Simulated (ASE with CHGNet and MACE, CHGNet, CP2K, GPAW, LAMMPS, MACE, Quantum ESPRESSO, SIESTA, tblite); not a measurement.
# Machine-learned potentials runs on glassy 45P2O5-55ZnO (mol %) (85 atoms)

Wanted: machine-learned potentials inputs and outputs for glassy 45P2O5-55ZnO (mol %) (85 atoms), checked against a plane-wave reference.

Method: the method is named at each step, in ASE with CHGNet and MACE.

### Step 1. The starting structure

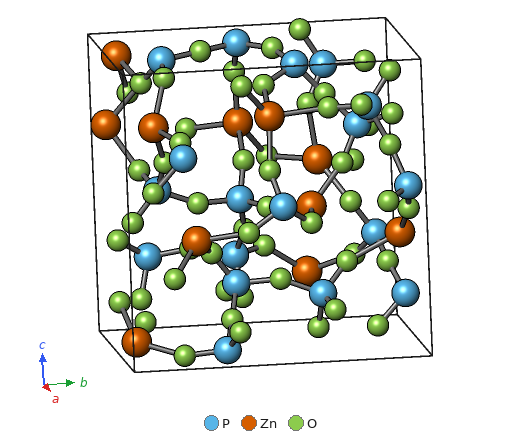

The cell as given, slightly off an axis (phosphorus blue, zinc orange, oxygen green). Bonds to atoms that aren't drawn are left out. Some periodic images of atoms are drawn too.

The cell holds 85 atoms: 18 P, 11 Zn and 56 O. Its edges and angles: a = 10.498 Å, b = 10.498 Å, c = 10.498 Å, α = 90.0°, β = 90.0°, γ = 90.0°. 85 atoms (18 P, 11 Zn, 56 O) placed at random at 3.06 g/cm³, melted at 4000 K for 10 ps at fixed volume with the Morse and Coulomb pair potential with partial charges (Pedone, Malavasi, Menziani, Cormack and Segre, J. Phys. Chem. B 110, 11780 (2006)). Quenched from 4000 K to 300 K at 500 K/ps and fixed volume, held 10 ps at zero pressure, then minimised at fixed cell.

The yardstick, on the same geometry:

| Property | Result |
| --- | --- |
| method | Kohn-Sham DFT, PBE, SSSP efficiency 1.3.0 pseudopotentials, plane waves (Quantum ESPRESSO 7.5); sssp-pbe-1.3.0-efficiency, cutoffs 60/480 Ry, Γ point |
| r.m.s. force component | 1.139 eV/Å |
| longest force | 4.854 eV/Å |
| pressure | 2.275 GPa |
| gap (highest filled to lowest empty level) | 1.682 eV |
| time | 4.1 min on 4 MPI ranks of Arm Neoverse V1, shared host |
| CPU time | 16 min |

### Step 2. CHGNet 0.3.0 potential

Method: machine-learned interatomic potential CHGNet 0.3.0, trained on PBE(+U) plane-wave data.

The input, run.py:

```python
import numpy as np
from ase.io import read
import mlip  # loads the published weights by name

atoms = read("structure.xyz")
atoms.calc = mlip.calc("chgnet-0.3.0")
energy = atoms.get_potential_energy()
forces = atoms.get_forces()
print(f"energy {energy:.6f} eV")
print("forces (eV/A)")
for i, (a, f) in enumerate(zip(atoms, forces)):
    print(f"{i:4d} {a.symbol:2s} {f[0]:10.5f} {f[1]:10.5f} {f[2]:10.5f}")
stress = -atoms.get_stress(voigt=False) * 160.21766
print("stress (GPa, compression positive)")
for row in stress:
    print(" ".join(f"{x:10.4f}" for x in row))
```

The input, structure.xyz:

```xyz
85
Lattice="10.49771 0.00000 0.00000 0.00000 10.49771 0.00000 0.00000 0.00000 10.49771" Properties=species:S:1:pos:R:3 pbc="T T T"
P 3.00675 4.87965 10.33919
P 9.98542 2.05902 7.37328
P 7.18085 7.11293 1.94029
P 5.47057 6.61650 9.83803
P 8.74858 8.76884 8.70166
P 0.96075 1.70640 2.66316
P 5.37630 8.75026 7.57956
P 6.72683 4.12780 2.40020
P 4.49648 1.72519 5.50038
P 4.70612 10.29437 1.42748
P 1.26088 8.10045 9.16755
P 3.87219 4.69374 4.94379
P 1.75480 4.67757 2.67545
P 9.33992 10.01670 5.89331
P 4.27981 2.07456 10.05166
P 9.02026 3.47159 0.39125
P 9.35031 5.58898 5.38543
P 2.29050 9.58598 3.26615
Zn 0.16849 7.37212 1.73296
Zn 1.44721 7.74290 5.84701
Zn 6.55928 6.89437 4.95418
Zn 7.93795 5.38847 8.39806
Zn 1.39735 5.00090 7.29864
Zn 1.41530 0.81662 9.88443
Zn 6.72168 1.42769 8.04093
Zn 8.76979 2.57026 4.25693
Zn 2.74169 0.20638 7.66270
Zn 7.78888 0.42810 0.66597
Zn 6.53598 9.97314 3.85707
O 8.85734 1.97493 0.24974
O 6.97205 5.66813 2.50528
O 10.25910 3.80689 1.17606
O 8.60802 7.36225 1.55041
O 3.62780 9.83069 2.44775
O 5.50059 1.90880 6.60925
O 1.51199 3.14385 2.95311
O 6.14022 0.06698 1.87006
O 4.21378 3.16653 4.92668
O 5.96553 8.10728 6.33946
O 8.53978 6.65618 4.64986
O 5.31992 3.93003 1.96433
O 0.22549 3.30699 6.99662
O 1.27873 1.36995 1.22498
O 6.18011 5.42291 9.26055
O 7.76232 3.81812 1.27957
O 6.58238 8.06529 2.94986
O 4.71662 9.27798 0.33950
O 3.75451 3.50959 10.22351
O 8.44079 5.26870 6.56422
O 2.41983 4.81656 1.27022
O 3.15992 1.26676 6.04899
O 5.70960 1.97693 9.63333
O 8.96641 4.32768 9.65926
O 8.01763 7.46398 8.61201
O 2.90031 4.91881 3.73634
O 9.85347 0.98217 6.18032
[... 25 atom lines left out ...]
O 7.10737 3.26174 3.56145
O 4.07878 6.01183 10.24566
O 10.23201 8.38337 8.96651
O 10.04242 1.59901 3.14753
```

Started as:

```console
OMP_NUM_THREADS=1 python run.py > output.txt
```

Log:

```text
CHGNet v0.3.0 initialized with 412,525 parameters
CHGNet will run on cpu
energy -583.408813 eV
forces (eV/A)
   0 P    -1.39220   -0.82620   -2.14591
   1 P    -0.14499    0.12695    1.41805
   2 P     1.46492   -0.12586   -0.21842
   3 P     2.66667   -2.18182   -1.10470
   4 P    -0.11240   -1.25353    0.07986
   5 P    -1.23882   -1.98672   -2.49218
   6 P     1.03931    2.63141   -1.64683
   7 P    -1.71259   -1.52984   -1.43823
   8 P     0.59387   -1.21590    1.56762
   9 P    -0.23044   -2.62752   -4.00616
  10 P    -0.75682   -0.00948    0.40396
  11 P     0.78703    0.25900    1.80929
  12 P    -0.42590    1.03344    0.91184
  13 P     1.01072   -0.91042    0.38138
  14 P     1.02531   -1.87430   -1.09751
  15 P     1.22091    0.48436    1.02299
  16 P    -1.74933   -0.69124    0.02034
  17 P    -2.01045   -1.39456   -0.97287
  18 Zn    0.19872    0.37835   -0.39086
  19 Zn   -0.58579    0.51160    0.07160
  20 Zn    0.46067   -0.36229    0.35273
  21 Zn    0.44957    0.15272   -0.14048
  22 Zn   -0.18796   -0.30443   -0.49978
  23 Zn   -0.72345    0.24519    0.60938
[...]
77 O     0.73790   -0.47715   -0.37810
  78 O    -0.03352   -0.64765    0.88832
  79 O     0.78052   -0.80120    0.87822
  80 O     0.53022   -0.63374   -1.50991
  81 O     0.49074   -0.41424    1.45671
  82 O    -1.08572    0.82645    1.15364
  83 O    -0.51972    0.09436    0.10727
  84 O    -0.30290   -0.01690    0.43126
stress (GPa, compression positive)
    1.6551    -0.8343     0.3428
   -0.8343     1.2165     0.8318
    0.3428     0.8318     2.7332
```

Run time: 5.1 s. Hardware: 1 thread of Arm Neoverse V1, shared host; peak memory 1.1 GiB.

Banners, paths, timers and routine set-up lines are dropped from the logs unmarked, and long logs keep their key lines alone; longer cuts are marked.

Compared with the plane-wave run:

```yaml
r_m_s_force_component: 0.9624 eV/Å
r_m_s_difference_of_force_components: 296.5 meV/Å
longest_difference_of_force_vectors: 1226 meV/Å
force_difference_over_r_m_s_force: 26.02 %
slope_of_forces_against_the_reference_s: 0.8228
correlation_of_force_components: 0.9742
pressure: 1.868 GPa
pressure_difference: -0.4067 GPa
```

Length of the force difference by element (eV/Å):

```csv
element,atoms,mean,most
O,56,0.41,1.2
P,18,0.66,1.2
Zn,11,0.36,0.64
```

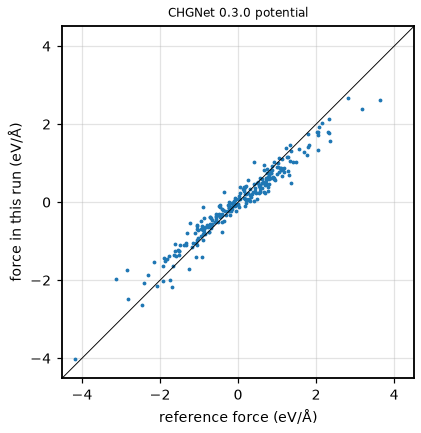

Force components against those of the reference; the line marks equality.

A closer look about O40, picked at random: 10 atoms, nearest first, numbered in the order of the input, with positions taken from that point.

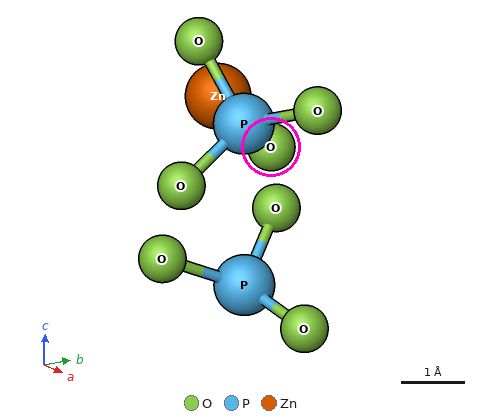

The atoms of the table, within 3.2 Å (arrows a, b, c point along x, y, z); some may hide others; the central atom is ringed.

```csv
atom,x,y,z,distance (Å),Fx,Fy,Fz (eV/Å)
O40,0.00,0.00,0.00,0.00,-0.76,1.28,-1.04
P17,0.81,-1.07,0.74,1.53,-1.75,-0.69,0.02
Zn21,-1.98,0.24,0.30,2.02,0.46,-0.36,0.35
O49,-0.10,-1.39,1.91,2.37,-0.97,-0.65,1.72
O78,0.98,-2.33,-0.10,2.53,0.74,-0.48,-0.38
O74,2.15,-0.54,1.24,2.54,2.38,0.58,0.63
O31,-1.57,-0.99,-2.14,2.83,0.47,1.34,1.35
O46,-1.96,1.41,-1.70,2.95,-0.60,0.28,0.85
P3,-1.36,0.46,-2.71,3.07,1.46,-0.13,-0.22
O33,0.07,0.71,-3.10,3.18,0.26,0.03,-0.07
```

Atoms are counted from 1 here, from 0 in the log.

Forces lie 26 % from the reference's, at 0.0048 times its CPU time (on 1 against 4 cores).

### Step 3. MACE MP-0b2 small potential

Method: machine-learned interatomic potential MACE MP-0b2 small, trained on PBE(+U) plane-wave data.

run.py: that of step 2 with these lines changed.

```diff
@@ -5,3 +5,3 @@
 atoms = read("structure.xyz")
-atoms.calc = mlip.calc("chgnet-0.3.0")
+atoms.calc = mlip.calc("mace-mp-0b2-small")
 energy = atoms.get_potential_energy()
```

structure.xyz is that of step 2.

Log:

```text
energy -543.793021 eV
forces (eV/A)
   0 P    -1.20406   -0.96958   -2.22506
   1 P    -0.28093    0.17554    1.74885
   2 P     1.64943   -0.42745   -0.23062
   3 P     2.65459   -1.68451   -1.08855
   4 P    -0.14467   -1.20193    0.57652
   5 P    -1.36614   -1.91883   -2.57265
   6 P     0.81364    3.04155   -1.67830
   7 P    -1.07911   -1.71289   -1.43807
   8 P     0.91042   -1.39389    1.97742
   9 P    -0.00809   -2.50337   -3.86829
  10 P    -0.74005    0.10588    0.34300
  11 P     0.84071    0.18131    1.99340
  12 P    -0.49611    0.86300    0.89561
  13 P     1.12698   -1.18257    0.27504
  14 P     1.51264   -2.24167   -0.84733
  15 P     0.88957    0.46515    1.02549
  16 P    -2.05647   -0.97799    0.15803
  17 P    -1.99797   -1.35142   -1.16843
  18 Zn    0.31437    0.28132   -0.48184
  19 Zn   -0.62356    0.53691    0.04847
  20 Zn    0.36900   -0.46329    0.43189
  21 Zn    0.50006    0.15996   -0.19266
  22 Zn   -0.25991   -0.36573   -0.45920
  23 Zn   -0.77710    0.37373    0.87034
[...]
77 O     0.69641   -0.41137   -0.39240
  78 O    -0.13276   -0.64295    0.87063
  79 O     0.97916   -1.12859    0.87005
  80 O     0.48888   -0.53206   -1.51691
  81 O     0.35019   -0.32022    1.39010
  82 O    -1.20473    0.81671    1.14101
  83 O    -0.42589    0.09813    0.10173
  84 O    -0.21948   -0.07289    0.42470
stress (GPa, compression positive)
    1.1341    -0.9395     0.4683
   -0.9395     0.4358     0.9946
    0.4683     0.9946     2.4967
```

Wall time 7.8 s (1 thread); peak memory 0.67 GiB.

Against the reference:

```
r.m.s. force component                  : 0.9856 eV/Å
r.m.s. difference of force components   : 257.8 meV/Å
longest difference of force vectors     : 1299 meV/Å
force difference over r.m.s. force      : 22.63 %
slope of forces against the reference's : 0.8485
correlation of force components         : 0.9809
pressure                                : 1.355 GPa
pressure difference                     : -0.9195 GPa
```

Against the first run (26 %), the force difference from the reference is 23 %, at 1.6 times the CPU time.

### Step 4. MACE MPA-0 medium potential

Method: machine-learned interatomic potential MACE MPA-0 medium, trained on PBE(+U) plane-wave data.

run.py: that of step 3 with these lines changed.

```diff
@@ -5,3 +5,3 @@
 atoms = read("structure.xyz")
-atoms.calc = mlip.calc("mace-mp-0b2-small")
+atoms.calc = mlip.calc("mace-mpa-0-medium")
 energy = atoms.get_potential_energy()
```

structure.xyz is that of step 3.

Log:

```text
energy -543.063109 eV
forces (eV/A)
   0 P    -1.17213   -0.85164   -2.05030
   1 P    -0.18990    0.20812    1.80976
   2 P     1.44997   -0.63042   -0.22048
   3 P     2.61305   -1.73903   -1.43303
   4 P    -0.22808   -1.51166    0.51782
   5 P    -1.34488   -1.95143   -2.74186
   6 P     0.73082    3.18426   -1.59103
   7 P    -1.25851   -1.89567   -1.77872
   8 P     0.74942   -1.42848    2.00174
   9 P    -0.38453   -2.60105   -4.11579
  10 P    -0.87051    0.11741    0.26955
  11 P     1.10459   -0.16106    1.93389
  12 P    -0.58862    0.58966    0.99175
  13 P     1.09015   -1.02984    0.56265
  14 P     1.30025   -2.25017   -0.95524
  15 P     1.09397    0.82680    1.18951
  16 P    -2.21877   -0.95750    0.14243
  17 P    -2.12443   -1.23371   -1.09166
  18 Zn    0.21260    0.32332   -0.44458
  19 Zn   -0.70564    0.50807    0.05150
  20 Zn    0.47927   -0.54740    0.48404
  21 Zn    0.56107    0.15403   -0.06049
  22 Zn   -0.29806   -0.43283   -0.60762
  23 Zn   -0.83583    0.48129    0.87493
[...]
77 O     0.74896   -0.48295   -0.42753
  78 O    -0.13947   -0.54796    0.81202
  79 O     0.98795   -1.09500    0.84131
  80 O     0.50118   -0.56373   -1.58289
  81 O     0.31808   -0.36671    1.43254
  82 O    -1.24813    0.77846    1.18730
  83 O    -0.44533    0.08470    0.07413
  84 O    -0.28661   -0.05142    0.45974
stress (GPa, compression positive)
    1.1404    -1.0375     0.6177
   -1.0375     0.4444     1.1837
    0.6177     1.1837     2.7368
```

It took 9.4 s on 1 thread; peak memory 1.1 GiB.

Against the reference:

| Property | Result |
| --- | --- |
| r.m.s. force component | 1.024 eV/Å |
| r.m.s. difference of force components | 195.7 meV/Å |
| longest difference of force vectors | 875.1 meV/Å |
| force difference over r.m.s. force | 17.17 % |
| slope of forces against the reference's | 0.8893 |
| correlation of force components | 0.9893 |
| pressure | 1.44 GPa |
| pressure difference | -0.8345 GPa |

Against the first run (26 %), the force difference from the reference is 17 %, at 2.0 times the CPU time.

### Step 5. Side by side

Differences are against the plane-wave reference, forces as r.m.s. over components; share is that over the reference's r.m.s. force, slope the least-squares factor from reference forces to these. Total energies of different programs have different zeros and aren't compared.

```csv
run,"Δ force, r.m.s. (meV/Å)",share (%),slope,Δ pressure (GPa),cores,CPU time,memory (GiB)
reference,-,-,-,-,4,16 min,3.7
CHGNet 0.3.0 potential,296,26.0,0.823,-0.407,1,4.8 s,1.1
MACE MP-0b2 small potential,258,22.6,0.849,-0.919,1,7.6 s,0.67
MACE MPA-0 medium potential,196,17.2,0.889,-0.835,1,9.4 s,1.1
```

Times of the machine-learned potentials are mostly Python's start and the loading of weights.

CPU time is summed over cores on a shared host, where runs went side by side, so it is rough. Symmetry, cutoffs, thresholds, outputs and thread counts weren't matched or tuned between programs; memory under MPI is the largest rank's times the ranks.

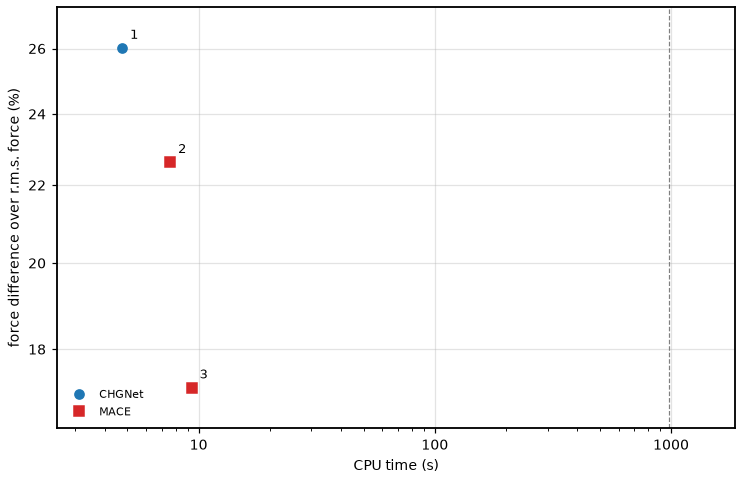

Force difference against CPU time; the dashed line marks the reference's time. Points: 1 CHGNet 0.3.0 potential; 2 MACE MP-0b2 small potential; 3 MACE MPA-0 medium potential.

### Step 6. Results

```yaml
nearest_in_forces: MACE MPA-0 medium potential, 17 %
its_cpu_time: 9.4 s
```

In words: Machine-learned potentials differ by 17 % (MACE MPA-0 medium potential) to 26 % (CHGNet 0.3.0 potential); they were trained on other programs' data. Among those trained on PBE data the slope goes as low as 0.82, which softening far from their training structures can give, though the reference's k-sampling is untested too. The reference's pressure holds the uncorrected Pulay stress of its 60 Ry basis, so small pressure differences, and their order, may be the reference's own error. In our tests on small cells the SSSP efficiency potentials stood apart from two norm-conserving sets, for C–F bonds most and for P–O bonds less, so differences between them and other runs here needn't be the other run's error. Machine-learned potentials mimic data converged in k, so the reference's own k-point error enters their differences. The quench rate of 500 K/ps is many orders above laboratory rates, so the cell is likely richer in defects and strain than a real sample. The network of bonds at the start is that of the classical potential that made the cell, and needn't be the one that DFT or experiment would give. The reference's pressure of 2.3 GPa belongs to a cell and atoms that aren't relaxed at this level. The electronic-structure runs sample only Γ, in a cell whose shortest periodic width is 10 Å.

[Also dropped from logs without a mark: logging warnings of Python, and SIESTA's first energy breakdown and zero terms.]

[Logs are printed without paths, hosts, clocks, repeated set-up lines and the standing remarks that a program may print on its own settings, such as how far it seeks lower states.]

[Hosts, paths, dates, database ids (printed as entryN), source tags and the programs' standing remarks are cut or masked in the printed files.]
